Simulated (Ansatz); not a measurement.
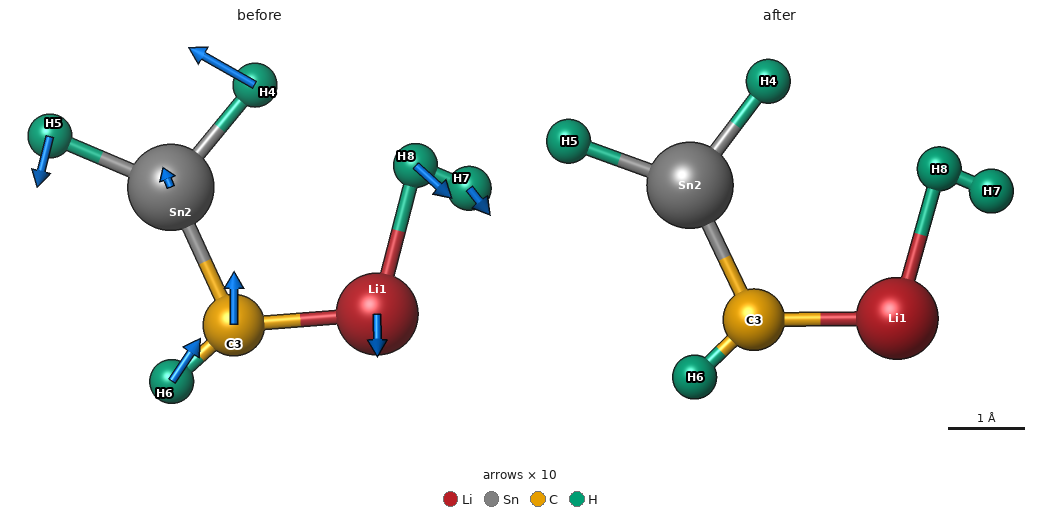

The structure of CH₅LiSn before (left) and after (right) a relaxation, at one scale. The blue arrows give the displacements, magnified 10 times.

Style: ball-and-stick. Shown face on.

It is one of the separated reactants of a reaction.

The calculation used Ansatz 0.2.0, RKS PBE0-D4/def2-TZVP. Settings: force threshold 0.005 eV/Å; at most 200 steps.

Question: Describe what moved and what it gained.

Answer: H4 moves most after the best rigid fit: 0.10 Å. Largest moves by element: H 0.10 Å, C 0.07 Å, Li 0.06 Å, Sn 0.03 Å. Among the contacts that change: Sn2–C3 2.013 → 1.977 Å, Sn2–H4 1.758 → 1.728 Å, Sn2–H5 1.744 → 1.715 Å, Li1–H8 2.037 → 2.064 Å. Bond angles that change, for instance: Li1–C3–H6 142.3° → 136.4°, Li1–C3–Sn2 110.1° → 114.9°, C3–Sn2–H5 137.6° → 135.4°. After 10 accepted moves (12 points after the start) the energy has fallen by 0.90 kcal/mol. Largest force component: 0.57 eV/Å at the start, 0.0029 eV/Å at the end. The line search rejected the trial steps at points 7, 11 of the run.
